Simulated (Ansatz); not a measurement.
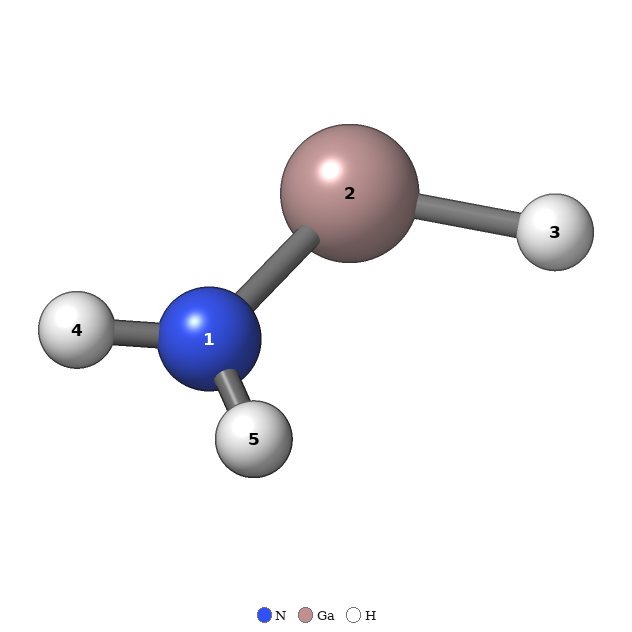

The atoms are numbered. State: neutral, doublet. The computed structure is the end point of a PBE-D4/def2-SVP optimisation. No frequency run is at hand to confirm it as a minimum.

### How are the neighbours of atom 2 arranged?

Ga2 has 2 neighbours (N1 at 1.84, H3 at 1.61 Å); the arrangement is bent.

### How are the neighbours of atom 1 arranged?

N1 has 3 neighbours (Ga2 at 1.84, H4 at 1.02, H5 at 1.02 Å); the arrangement is trigonal planar.
